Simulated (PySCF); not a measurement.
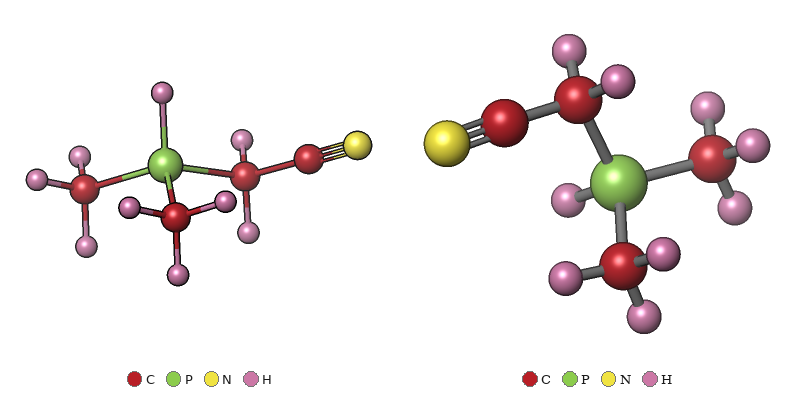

The same structure drawn twice, from different directions.

State: charge +1, singlet. The computed structure is the end point of a GFN2-xTB optimisation. No frequency run is at hand to confirm it as a minimum.

Which formula does it have?

C₄H₉NP⁺, 15 atoms: 4 carbon, 9 hydrogen, 1 nitrogen and 1 phosphorus.

What is the point group of this geometry?

C1.

Name functional groups in it.

Among them: nitrile.

What is its SMILES?

C[PH+](C)CC#N

Describe its rings.

It has no ring.

The parts below concern this one geometry. Atoms keep their numbers from picture to picture.

**Excitation**

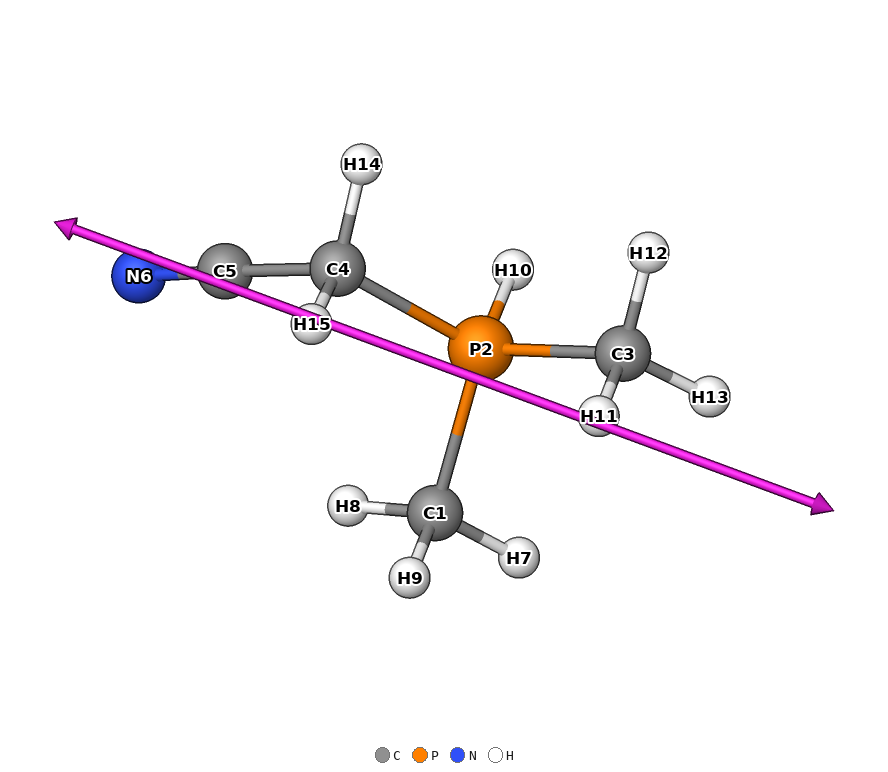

The double arrow shows the direction of the transition dipole to excited singlet state 2 (its length means nothing). No frequency run is at hand to confirm it as a minimum. Level of theory: TDDFT PBE0/def2-SVPD, vertical, gas phase, core orbitals frozen in the response (PySCF 2.14.0).

How is the transition polarised?

Close to the long direction C3···N6.

Give its energy, strength and character.

7.89 eV (157 nm), oscillator strength 0.038, mainly HOMO → LUMO (weight 0.55); transition dipole 1.12 D.

**Charges**

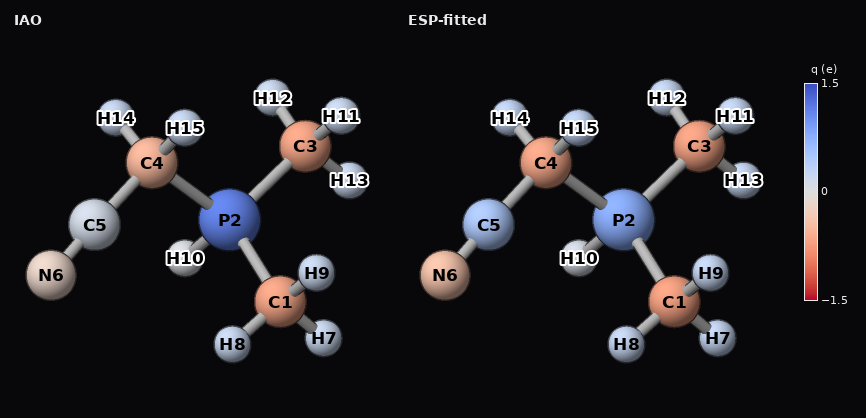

Atomic charges of one calculation by 2 schemes, on one colour scale. No frequency run is at hand to confirm it as a minimum. Method: PBE0/pcSseg-1 (PySCF 2.14.0).

Which scheme gives the most polar picture (largest mean size of the charges)?

The ESP-fitted charges are the largest in size here.

On which atom do the schemes disagree most?

On P2 (from 0.75 to 1.10 e); C5 (from 0.11 to 0.45 e).

List the charges (e), one line for each set of equivalent atoms.

| atom | IAO | ESP-fitted |
| --- | --- | --- |
| C1 | −0.64 | −0.67 |
| P2 | 1.10 | 0.75 |
| C3 | −0.64 | −0.66 |
| C4 | −0.50 | −0.63 |
| C5 | 0.11 | 0.45 |
| N6 | −0.16 | −0.38 |
| H7 | 0.21 | 0.25 |
| H8 | 0.22 | 0.25 |
| H9 | 0.20 | 0.25 |
| H10 | 0.04 | 0.08 |
| H11 | 0.20 | 0.25 |
| H12 | 0.21 | 0.24 |
| H13 | 0.21 | 0.25 |
| H14 | 0.23 | 0.28 |
| H15 | 0.22 | 0.29 |

**Polarisability**

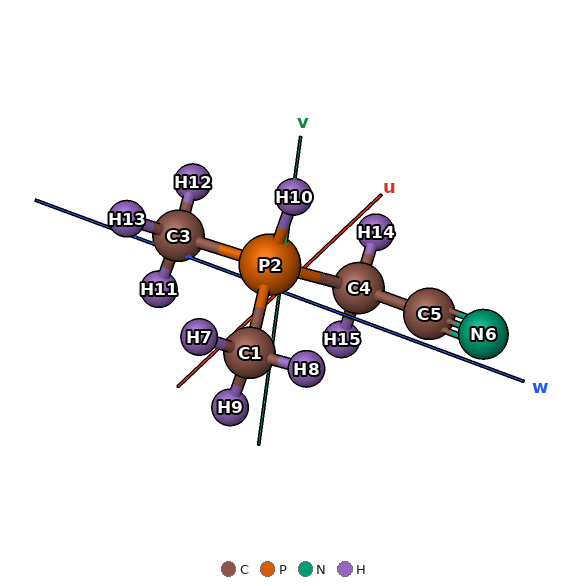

The lines u, v and w are the principal axes of the static dipole polarisability. No frequency run is at hand to confirm it as a minimum. Computed with PBE0/def2-SVPD (PySCF 2.14.0).

Along which axis is the molecule most polarisable, and along which least?

Most along w (close to the long direction C3···N6), least along v.

Give the three principal values.

u 65.1, v 55.2, w 84.1 bohr³; mean 68.1, anisotropy 25.5 bohr³.

The geometry is semi-empirical. Around P such bond lengths and angles can be off by a tenth of an ångström or more and by several degrees, and values that hang on the shape move with them.
